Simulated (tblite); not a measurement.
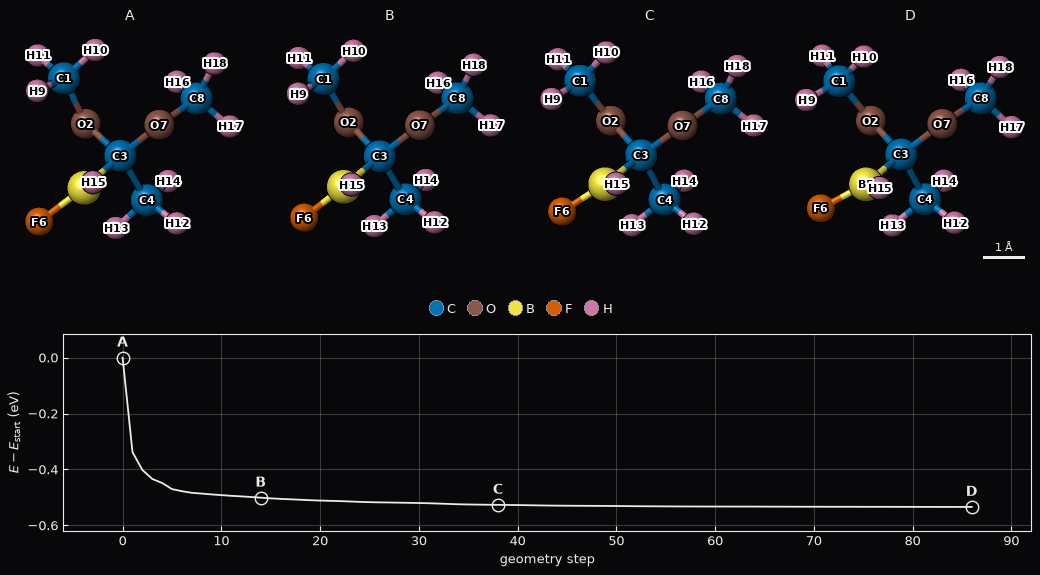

Frames of a relaxation of C$_{4}$H$_{10}$BFO$_{2}$, marked on the history of the run. The picture is a ball-and-stick view, seen at a tilt.

Method: GFN2-xTB geometry optimisation, gas phase in tblite. 

Question: Describe the path.

Answer: The largest move after the best rigid fit is that of H9, 0.47 Å. Largest moves by element: H 0.47 Å, F 0.35 Å, O 0.15 Å, C 0.15 Å, B 0.12 Å. Among the contacts that change: B5–F6 1.446 → 1.309 Å, C4–H13 1.117 → 1.086 Å, C1–H11 1.114 → 1.089 Å, C1–H9 1.111 → 1.096 Å. Among the angles between lasting bonds that change: O2–C3–B5 109.5° → 114.7°, O2–C3–C4 109.0° → 105.0°, C3–O7–C8 112.2° → 116.0°. Over 86 geometry steps the energy falls by 0.534 eV. The run took 0.41 s on 1 thread of Arm Neoverse V2, on a shared host. From step 0 to 14: F6 moves most (0.16 Å), energy −0.501 eV. From step 14 to 38: H9 moves most (0.24 Å), energy −0.026 eV. From step 38 to 86: H9 moves most (0.20 Å), energy −0.007 eV.

```tsv
step	E − E(0), eV
0	0.0000
1	-0.3377
2	-0.4018
3	-0.4338
4	-0.4483
5	-0.4701
6	-0.4777
7	-0.4834
8	-0.4862
9	-0.4891
10	-0.4918
14	-0.5009
18	-0.5083
22	-0.5131
26	-0.5176
30	-0.5200
34	-0.5244
38	-0.5265
42	-0.5284
46	-0.5298
50	-0.5307
54	-0.5317
58	-0.5324
62	-0.5327
66	-0.5330
70	-0.5333
74	-0.5335
78	-0.5336
82	-0.5339
86	-0.5340
```
